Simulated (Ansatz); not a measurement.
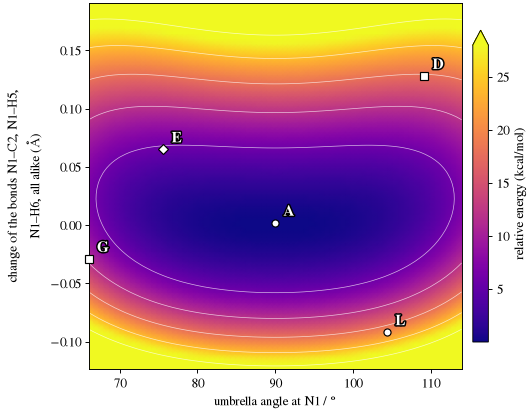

CH5NOSi, SMILES NC(=O)[SiH3]. First axis: umbrella angle at N1 (between each of its bonds and their common axis; 90 is planar). Second axis: change of the bonds N1–C2, N1–H5, N1–H6, all alike. Nothing is relaxed (all other coordinates rigid). The scan uses an 11 × 11 grid. Points are written as (first, second). Energies are in kcal/mol, from the relaxed molecule at the same level. All numbers below come from RHF-MP2, frozen core/def2-TZVP in Ansatz 0.2.0.

Drawn: a smooth colour map with a few white contour lines, one colour for all values above the top of the scale, lettered points. Between grid points the surface is interpolated.

### Is E the lowest point of the computed grid?

No. E lies 5.5 kcal/mol above the lowest grid point, which is at (90.0°, 0.002 Å).

### What kind of point is each of A, D, E, L: minimum, saddle, maximum or slope?

A: minimum; D: on a slope; E: on a slope; L: on a slope. (In these two coordinates alone; a stationary point may lie a little off the grid point.)
